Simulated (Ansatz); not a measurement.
# CdInCl3 (model cell, started as cubic perovskite with Cd in the octahedra): a soft mode frozen in, part 2 of 3

Wanted: the energy along a soft mode of CdInCl3 (model cell, started as cubic perovskite with Cd in the octahedra) and the structure at the end.

Ansatz 0.2.0; DFT PBEsol, scalar-relativistic, plane waves, PAW; PAW set soft_1.

So far, highest frequency on the path or at a solved wavevector (cm⁻¹): step 2 (response at finite wavevector) 313. Also lowest frequency on the path (cm⁻¹): step 2 -71.7.

The structure was built from a prototype and need not be the compound's stable phase.

## (5) Energy along the mode, all amplitudes (two of the runs are shown above)

An imaginary frequency means negative curvature, so the energy should fall and then rise again as anharmonic terms take over.

Numbers from this step:

| Property | Result |
| --- | --- |
| depth at the lowest point sampled | 24.49 meV/atom |
| largest atomic shift at that point | 0.6 Å |

Energy from the parent against largest atomic shift:

```csv
largest atomic shift (Å),energy from the parent (meV/atom)
0.000,0
0.040,-0.212
0.080,-0.842
0.140,-2.53
0.220,-5.98
0.320,-11.6
0.450,-19.3
0.600,-24.5
```

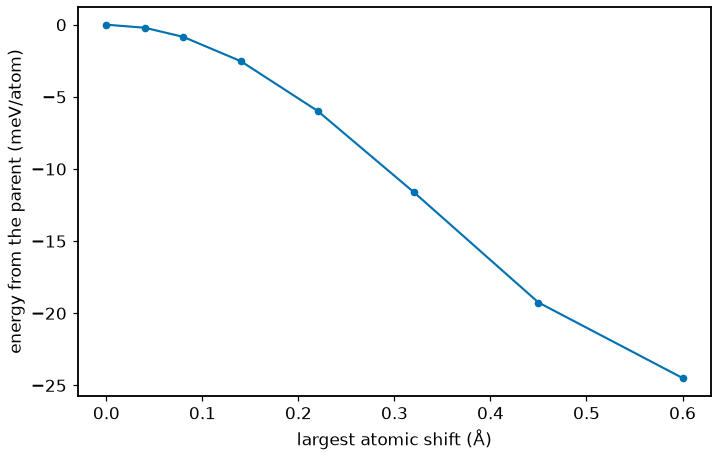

Energy from the parent against largest atomic shift.

Displacement at unit largest shift by atom:

```csv
atom,x (Å),y (Å),z (Å),size
In1,0.000,0.000,0.000,0.000
In2,0.000,0.000,0.000,0.000
Cd3,0.000,0.000,0.000,0.000
Cd4,0.000,0.000,0.000,0.000
Cl5,0.707,-0.707,0.000,1.000
Cl6,-0.707,0.707,0.000,1.000
Cl7,0.000,0.000,0.707,0.707
Cl8,0.000,0.000,-0.707,0.707
Cl9,0.000,0.000,-0.707,0.707
Cl10,0.000,0.000,0.707,0.707
```

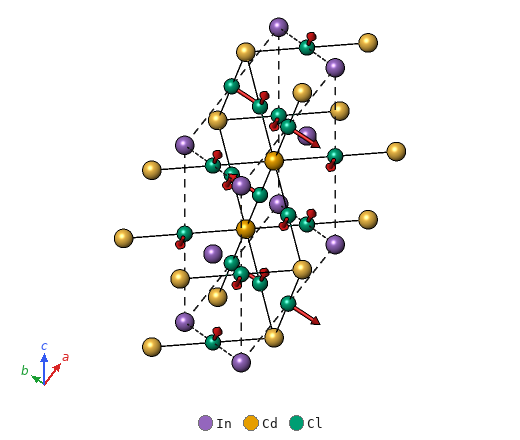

Displacement at unit largest shift as arrows, the longest 1.000 Å. Some periodic images of atoms are drawn too.

The lowest of the steps tried is the last one, at 0.6 Å, 24.5 meV/atom below the parent; the bottom of the well need not coincide with a step.

## (6) Relaxation from the frozen mode

Starting from the lowest point found, all atoms and the cell are let go, so that strain and other modes of the same symmetry can join in.

File input.yaml:

```yaml
crystal:
  lattice:
    - [5.1238010624, 5.1238010624, 0.0]
    - [5.1238010624, 0.0, 5.1238010624]
    - [5.1238010624, 0.0, -5.1238010624]
  atoms:
    - { symbol: In, position: [0.0, 0.0, 0.0] }
    - { symbol: In, position: [0.0, 0.5, 0.5] }
    - { symbol: Cd, position: [0.5, 0.25, 0.75] }
    - { symbol: Cd, position: [0.5, 0.75, 0.25] }
    - { symbol: Cl, position: [0.4171973963, 0.5828026037, 0.5828026037] }
    - { symbol: Cl, position: [0.5828026037, -0.0828026037, -0.0828026037] }
    - { symbol: Cl, position: [0.0, 0.0414013018, 0.4585986982] }
    - { symbol: Cl, position: [0.0, 0.4585986982, 0.0414013018] }
    - { symbol: Cl, position: [0.5, 0.4585986982, 0.0414013018] }
    - { symbol: Cl, position: [0.5, 0.0414013018, 0.4585986982] }
kpoints:
  mp_grid: { grid: [6, 6, 6] }
hamiltonian:
  xc: pbesol
  pseudopotentials: { kind: paw, azcp: { folder: soft_1 }, xc_functional: pbe }
scf:
  occupations: { method: fixed }
output:
  forces: true
  stress: true
  eigenvalues: true
  write_density: true
  write_potential: true
  elf: true
  volumetric_format: npy
relax:
  adjacent_minimum: "off"
  f_tol: 0.002
  max_steps: 120
  cell: { stress_tol: 0.03 }
```

Launch:

```console
> ansatz run input.yaml --threads 4 --pin off --max-ram 16384MiB --backend cpu --events-out ev --progress --plain --runs-dir out
```

Numbers of over 12 decimals in the logs are rounded to 6 here.

Output:

```text
[...]
Crystal: 10 atoms, lattice volume = 269.034 Å³
Basis set: ecut = 420 eV, 5209 PW (Γ), exchange–correlation on 100×100×100 points (8 copies of the dense FFT grid, shifted against one another)
Bands: 65, of which v1, the nominal top of the filled ones, is band 54 counted from 1 (53 counted from 0)
Symmetry: 8 space group operations
[...]
k-points: 46 of 216
[...]
SCF iter   1: F=—  HF=-33796.504614 eV  |F-HF|=—  |Δ(HF+E_count)|=         —  Δρ=5.24e-2  dr2=8.59e0  ethr=3.10e-3  ⟨swp⟩=4.9  Hψ=9745  notcnv=0  defer=341
[...]
SCF iter   8: F=-33793.203335 eV  HF=-33793.203335 eV  |F-HF|=2.69e-8  |Δ(HF+E_count)|=   7.27e-7  Δρ=4.40e-6  dr2=6.72e-8  ethr=9.26e-11  ⟨swp⟩=22.6  Hψ=27951  notcnv=0
SCF 1 converged in 8 iterations: F = -33793.203335 eV  dr2 = 6.72e-8
[...]
relax step   1: F+E_penalty+E_count = -33793.20333542 eV  Δ(F+E_penalty+E_count) = +0.000e0 eV  max|allowed force component| = 1.038e-1 eV/Å  Δτ_max = 0.0000 Å  P = -0.648 GPa  Ω = 269.034 Å³  (8 SCF iters, dr2 threshold 1.00e-7 eV, accepted)
Crystal: 10 atoms, lattice volume = 264.597 Å³
Basis set: ecut = 420 eV, 5101 PW (Γ), exchange–correlation on 100×100×100 points (8 copies of the dense FFT grid, shifted against one another)
[...]
iter 1 solved again at ethr=4.92e-6 eV; its pass at ethr=3.10e-3 eV (dr2=5.31e-3 eV) is discarded
[...]
SCF iter   5: F=-33793.235554 eV  HF=-33793.235554 eV  |F-HF|=4.12e-7  |Δ(HF+E_count)|=   7.69e-7  Δρ=2.05e-5  dr2=8.98e-7  ethr=9.26e-10  ⟨swp⟩=19.1  Hψ=29673  notcnv=0
SCF 2 converged in 5 iterations: F = -33793.235554 eV  dr2 = 8.98e-7
relax step   2: F+E_penalty+E_count = -33793.23555446 eV  Δ(F+E_penalty+E_count) = -3.222e-2 eV  max|allowed force component| = 1.013e-1 eV/Å  Δτ_max = 0.0311 Å  P = -0.115 GPa  Ω = 264.597 Å³  energy of the carried Pulay correction = +4.096e-4 eV  (5 SCF iters, dr2 threshold 1.00e-6 eV, accepted)
Crystal: 10 atoms, lattice volume = 260.244 Å³
Basis set: ecut = 420 eV, 5059 PW (Γ), exchange–correlation on 100×100×100 points (8 copies of the dense FFT grid, shifted against one another)
[...]
SCF iter   6: F=-33793.272877 eV  HF=-33793.272877 eV  |F-HF|=3.89e-7  |Δ(HF+E_count)|=   3.52e-6  Δρ=1.38e-5  dr2=5.82e-7  ethr=5.94e-10  ⟨swp⟩=18.9  Hψ=29527  notcnv=0
SCF 3 converged in 6 iterations: F = -33793.272877 eV  dr2 = 5.82e-7
relax step   3: F+E_penalty+E_count = -33793.27287692 eV  Δ(F+E_penalty+E_count) = -3.732e-2 eV  max|allowed force component| = 2.613e-2 eV/Å  Δτ_max = 0.1495 Å  P = +0.462 GPa  Ω = 260.244 Å³  energy of the carried Pulay correction = +8.228e-4 eV  (6 SCF iters, dr2 threshold 6.42e-7 eV, accepted)
[...]
relax step   4: F+E_penalty+E_count = -33793.27805142 eV  Δ(F+E_penalty+E_count) = -5.175e-3 eV  max|allowed force component| = 1.158e-2 eV/Å  Δτ_max = 0.0175 Å  P = +0.067 GPa  Ω = 262.587 Å³  energy of the carried Pulay correction = +5.990e-4 eV  (5 SCF iters, dr2 threshold 7.93e-7 eV, accepted)
[...]
relax step   5: F+E_penalty+E_count = -33793.27847905 eV  Δ(F+E_penalty+E_count) = -4.276e-4 eV  max|allowed force component| = 1.456e-2 eV/Å  Δτ_max = 0.0131 Å  P = +0.052 GPa  Ω = 262.573 Å³  energy of the carried Pulay correction = +6.003e-4 eV  (6 SCF iters, dr2 threshold 3.67e-8 eV, accepted)
[...]
relax step   6: F+E_penalty+E_count = -33793.27902432 eV  Δ(F+E_penalty+E_count) = -5.453e-4 eV  max|allowed force component| = 2.171e-3 eV/Å  Δτ_max = 0.0070 Å  P = +0.002 GPa  Ω = 262.881 Å³  energy of the carried Pulay correction = +5.711e-4 eV  (6 SCF iters, dr2 threshold 2.36e-8 eV, accepted)
[...]
relax step   7: F+E_penalty+E_count = -33793.27903080 eV  Δ(F+E_penalty+E_count) = -6.489e-6 eV  max|allowed force component| = 3.072e-4 eV/Å  Δτ_max = 0.0016 Å  P = -0.001 GPa  Ω = 262.917 Å³  energy of the carried Pulay correction = +5.677e-4 eV  (6 SCF iters, dr2 threshold 2.94e-10 eV, accepted)
Basis set: ecut = 420 eV, 5123 PW (Γ), exchange–correlation on 96×96×96 points (8 copies of the dense FFT grid, shifted against one another)
[...]
SCF iter   5: F=-33793.278482 eV  HF=-33793.278482 eV  |F-HF|=8.73e-11  |Δ(HF+E_count)|=  1.46e-10  Δρ=1.37e-7  dr2=2.71e-11  ethr=1.00e-12  ⟨swp⟩=19.1  Hψ=21834  notcnv=0
SCF 8 converged in 5 iterations: F = -33793.278482 eV  dr2 = 2.71e-11
relax step   8: F+E_penalty+E_count = -33793.27848234 eV  Δ(F+E_penalty+E_count) = +5.485e-4 eV  max|allowed force component| = 3.259e-4 eV/Å  Δτ_max = 0.0000 Å  P = -0.002 GPa  Ω = 262.917 Å³  stress off target by 3.58e-3 GPa  SCF on the basis re-selected at this cell (its energy is not comparable with the rows above)  (5 SCF iters)
basis re-selected at this cell: Δ(F+E_penalty+E_count) = +5.485e-4 eV, ΔP = -0.001 GPa vs the last step (what re-selecting the basis moved, of the pressure what is left beyond the Pulay correction that the steps carried, after the strain that the cell walked since its last selection, with what the two solves' SCF thresholds leave and, on support functions, any second-order correction that the steps lacked; it is no measure of the basis error at this ecutwfc). The dense FFT grid was sized anew with the basis: this SCF ran on 48×48×48 points, the steps before it on 50×50×50, so part of this shift can come from that change (see relax.cell in the input reference). [rest of the remark cut]
SCF converged after 5 iterations
Free energy (F): -33793.278482 eV
[...]
Internal energy: -33793.278482 eV  (E = F + TS)
E sigma→0 (E₀):  -33793.278482 eV
Fermi energy:    4.782727 eV
[...]
--- Forces (eV/Å), atoms counted from 1 ---
  atom   1  In     0.00000402    -0.00000402    -0.00000000
  atom   2  In    -0.00000402     0.00000402     0.00000000
  atom   3  Cd     0.00000000     0.00000000     0.00000000
  atom   4  Cd     0.00000000     0.00000000     0.00000000
  atom   5  Cl     0.00032591    -0.00032591    -0.00000000
  atom   6  Cl    -0.00032591     0.00032591     0.00000000
  atom   7  Cl     0.00000000     0.00000000     0.00000423
  atom   8  Cl     0.00000000    -0.00000000    -0.00000423
  atom   9  Cl     0.00000000    -0.00000000    -0.00000423
  atom  10  Cl     0.00000000     0.00000000     0.00000423
  max |Σ_I F_I| component: 3.47e-18 eV/Å
--- Stress (GPa, compression-positive) ---
       -0.001165      -0.000572       0.000000
       -0.000572      -0.001165      -0.000000
        0.000000      -0.000000      -0.003584
  P = ⅓ Tr σ = -0.0020 GPa (-0.020 kbar)
--- Band table (eV; the first three rows and the last of 46) ---
  k-point 0: bands = [... 50 lower, 3.6092, 3.7954, 3.8042, 4.2178, 6.3759, 10.0120, 10.0420, 10.0462, ... 7 higher]
  k-point 1: bands = [... 50 lower, 3.5888, 3.7068, 3.9969, 4.2736, 6.5524, 9.4272, 9.7015, 9.8511, ... 7 higher]
  k-point 2: bands = [... 50 lower, 3.3740, 3.5424, 4.1898, 4.4504, 7.1161, 8.6506, 9.0115, 9.2669, ... 7 higher]
  k-point 45: bands = [... 50 lower, 3.3823, 3.5500, 4.5733, 4.6634, 8.3869, 8.6869, 8.8777, 8.9995, ... 7 higher]
--- Relaxed structure (7 steps of the walk, 7 accepted, 1 SCFs on fresh bases) ---
  F+E_penalty+E_count = -33793.27848234 eV   max|allowed force component| = 3.259e-4 eV/Å   (the final SCF, on the basis selected at the relaxed cell)
  cell:  # Å, volume = 262.9172 Å³
    - [5.053456, 5.053456, 0.0]
    - [5.133019, -0.079563, 4.990540]
    - [5.133019, -0.079563, -4.990540]
  atoms:
    - { symbol: In, position: [-0.021241, 0.021241, 0.021241] }
    - { symbol: In, position: [0.021241, 0.478759, 0.478759] }
    - { symbol: Cd, position: [0.5, 0.25, 0.75] }
    - { symbol: Cd, position: [0.5, 0.750000, 0.250000] }
    - { symbol: Cl, position: [0.411068, 0.588932, 0.588932] }
    - { symbol: Cl, position: [0.588932, -0.088932, -0.088932] }
    - { symbol: Cl, position: [8.673617379884035e-19, 0.052043, 0.447957] }
    - { symbol: Cl, position: [8.673617379884035e-19, 0.447957, 0.052043] }
    - { symbol: Cl, position: [0.5, 0.447957, 0.052043] }
    - { symbol: Cl, position: [0.5, 0.052043, 0.447957] }
```

Run time: 92 s. Hardware: 4 threads of Arm Neoverse V2, shared host; peak memory 1.1 GiB.

Step by step:

```csv
step,energy less that of the first step (eV),largest force component (eV/Å),pressure (GPa),volume (Å³)
1,0.0000,0.1038,-0.65,269.03
2,-0.0322,0.1013,-0.12,264.60
3,-0.0695,0.0261,0.46,260.24
4,-0.0747,0.0116,0.07,262.59
5,-0.0751,0.0146,0.05,262.57
6,-0.0757,0.0022,0.00,262.88
7,-0.0757,0.0003,0.00,262.92
8*,-0.0751,0.0003,0.00,262.92
```

Relaxation steps marked * repeat the geometry before them on a plane-wave basis chosen anew for their cell, so energy and pressure can jump there.

Forces are held to the 8 operations that the run works with; a distortion that breaks them can't arise in this run.

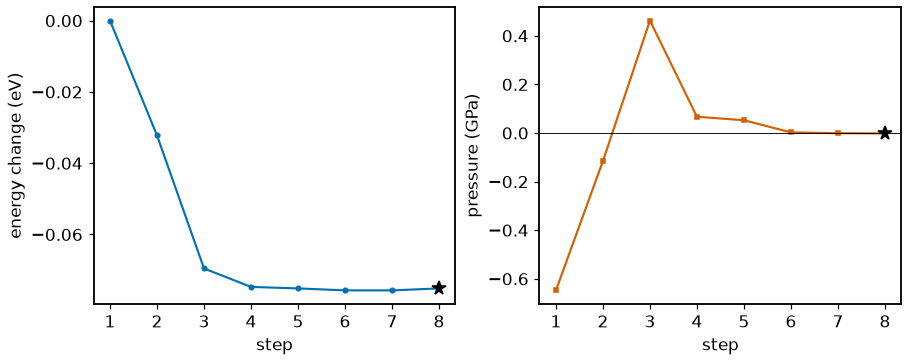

Energy and pressure along the relaxation. Stars mark steps on a basis chosen anew.

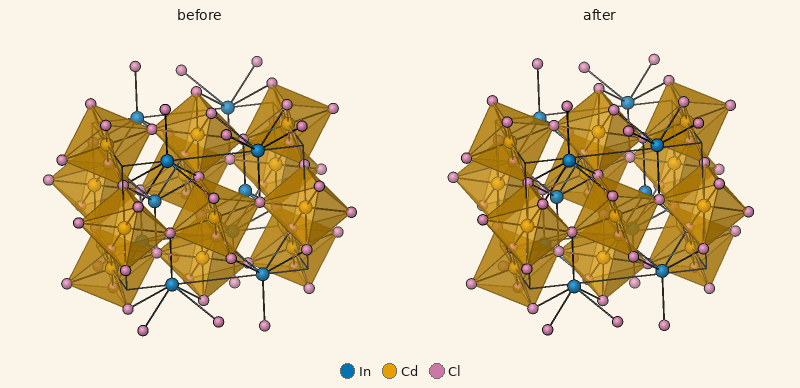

The structure before and after the relaxation, drawn at the same scale.

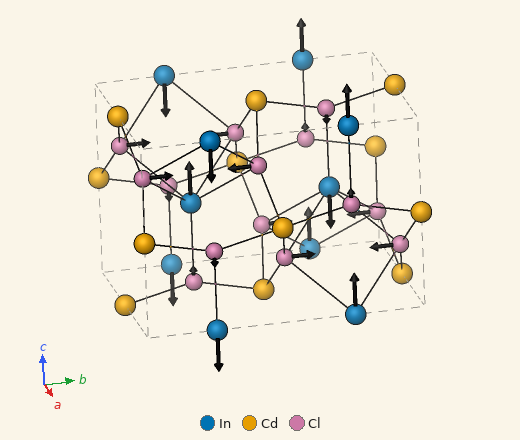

Displacements in the relaxation, exaggerated, measured against the changing cell; the longest in the cell stands for 0.16 Å. Some periodic images of atoms are drawn too.

```csv
"conventional cell, symmetrised",before,after,change
a (Å),7.246,7.147,-1.4 %
b (Å),10.248,9.981,-2.6 %
c (Å),7.246,7.372,+1.7 %
volume (Å³/atom),26.90,26.29,-2.3 %
```

The atoms that moved most (Å, as changes of fractional coordinates times the final cell):

```csv
atom,dx,dy,dz,length
In1,0.111,-0.111,0.000,0.157
In2,-0.111,0.111,0.000,0.157
Cl7,0.000,0.000,0.106,0.106
Cl8,0.000,0.000,-0.106,0.106
Cl10,0.000,0.000,0.106,0.106
Cl9,0.000,0.000,-0.106,0.106
Cl5,0.032,-0.032,0.000,0.045
Cl6,-0.032,0.032,0.000,0.045
```

Numbers from this step:

- pressure: -0.001971 GPa
- gap on the k-mesh: 1.593 eV
- volume per atom: 26.29 Å³

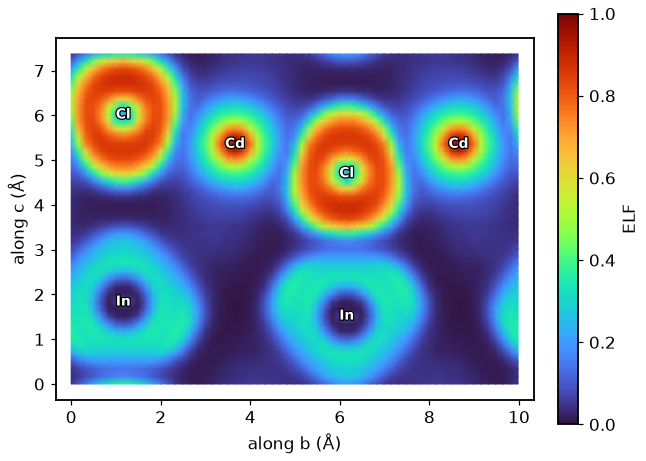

ELF in the bc plane of the conventional cell at fractional x = 0.000, with atoms of In and Cd and Cl within 0.2 Å of it. It is the smooth field of the valence electrons, not physical close to the nuclei. The map starts off the cell's origin, so that atoms lie inside it.

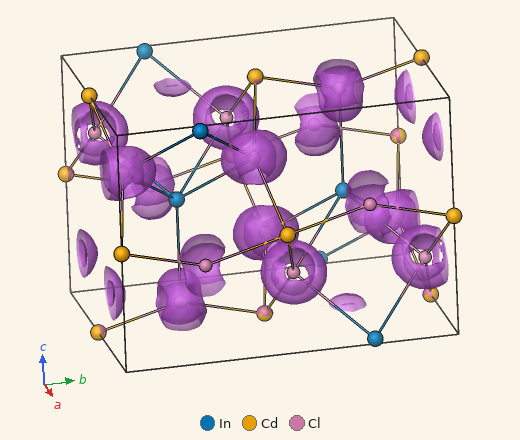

Surface of ELF = 0.85.

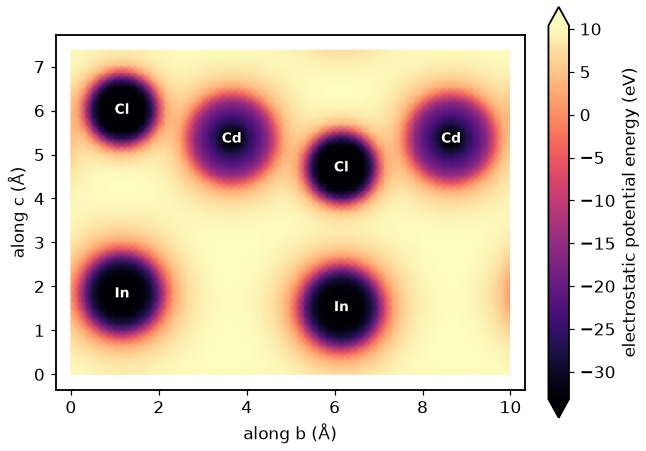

Electrostatic potential energy in the bc plane of the conventional cell at fractional x = 0.000, with atoms of In and Cd and Cl within 0.2 Å of it. With pseudopotentials it is smooth inside the atoms' cores, unlike the true potential. The map starts off the cell's origin, so that atoms lie inside it.

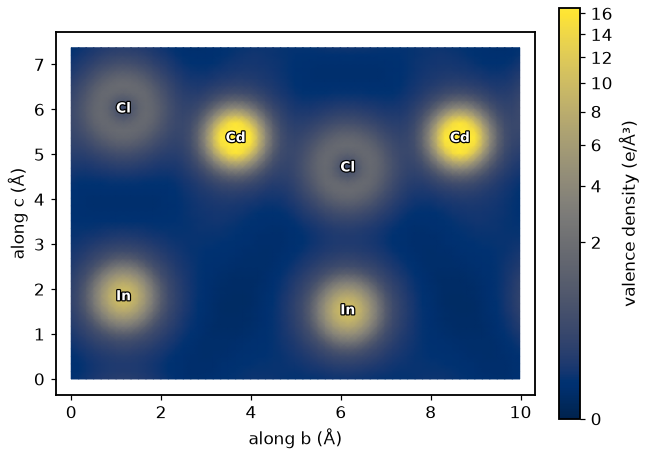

Valence density in the bc plane of the conventional cell at fractional x = 0.000, with atoms of In and Cd and Cl within 0.2 Å of it. It is the smooth field of the valence electrons, not physical close to the nuclei. The map starts off the cell's origin, so that atoms lie inside it. The colour scale is stretched toward low values.

The distorted start has space group Imma; the relaxation ends in Imma.

## (7) The new phase in its own primitive cell

The relaxed structure is symmetrised, reduced to its primitive cell and relaxed tightly, as its phonons need.

File input.yaml:

```yaml
crystal:
  lattice:
    - [-3.5733330105, 4.9905401262, 3.6858521974]
    - [3.5733330105, -4.9905401262, 3.6858521974]
    - [3.5733330105, 4.9905401262, -3.6858521974]
  atoms:
    - { symbol: In, position: [0.7712407335, 0.0212407335, 0.75] }
    - { symbol: In, position: [0.2287592665, 0.9787592665, 0.25] }
    - { symbol: Cd, position: [0.0, 0.5, 0.5] }
    - { symbol: Cd, position: [0.5, 0.5, 0.0] }
    - { symbol: Cl, position: [0.3389323593, 0.5889323593, 0.75] }
    - { symbol: Cl, position: [0.6610676407, 0.4110676407, 0.25] }
    - { symbol: Cl, position: [0.8020433168, 0.5, 0.8020433168] }
    - { symbol: Cl, position: [0.1979566832, 0.5, 0.1979566832] }
    - { symbol: Cl, position: [0.1979566832, 0.0, 0.6979566832] }
    - { symbol: Cl, position: [0.8020433168, 0.0, 0.3020433168] }
kpoints:
  mp_grid: { grid: [6, 6, 6] }
hamiltonian:
  xc: pbesol
  pseudopotentials: { kind: paw, azcp: { folder: soft_1 }, xc_functional: pbe }
scf:
  occupations: { method: fixed }
output:
  forces: true
  stress: true
  eigenvalues: true
relax:
  adjacent_minimum: "off"
  f_tol: 0.001
  max_steps: 60
  cell: { stress_tol: 0.01 }
```

Output:

```text
[...]
Crystal: 10 atoms, lattice volume = 262.917 Å³
Basis set: ecut = 420 eV, 5123 PW (Γ), exchange–correlation on 96×96×96 points (8 copies of the dense FFT grid, shifted against one another)
Bands: 65, of which v1, the nominal top of the filled ones, is band 54 counted from 1 (53 counted from 0)
Symmetry: 8 space group operations
[...]
k-points: 46 of 216
[...]
- { symbol: Cd, position: [0.0, 0.5, 0.5] }
    - { symbol: Cd, position: [0.5, 0.5, 0.0] }
    - { symbol: Cl, position: [0.3389323593, 0.5889323593, 0.75] }
    - { symbol: Cl, position: [0.6610676407, 0.411068, 0.25] }
    - { symbol: Cl, position: [0.802043, 0.5, 0.802043] }
    - { symbol: Cl, position: [0.197957, 0.5, 0.197957] }
    - { symbol: Cl, position: [0.197957, 5.551115123125783e-17, 0.697957] }
    - { symbol: Cl, position: [0.802043, 0.0, 0.302043] }
[key lines of the parts left out:]
SCF converged after 7 iterations
Free energy (F): -33793.278482 eV
Fermi energy:    4.782725 eV
P = ⅓ Tr σ = -0.0020 GPa (-0.020 kbar)
```

Run time: 23 s. Hardware: 4 threads; peak memory 1 GiB; 90 s of CPU time.

Little changed from the start: no atom moved by 0.005 Å and no cell edge by 0.1 %.

Numbers from this step:

```yaml
pressure: -0.001973 GPa
direct_gap_on_mesh: 2.158 eV
```

The largest force component left is 0.46 meV/Å and the pressure is -0.002 GPa, within the tolerances set. The cell now holds 26.29 Å³/atom.

(Continued in part 3 of 3.)

[Logs are printed without paths, hosts, clocks, repeated set-up lines and the standing remarks that a program may print on its own settings, such as how far it seeks lower states.]

[Hosts, paths, dates, database ids (printed as entryN), source tags and the programs' standing remarks are cut or masked in the printed files.]
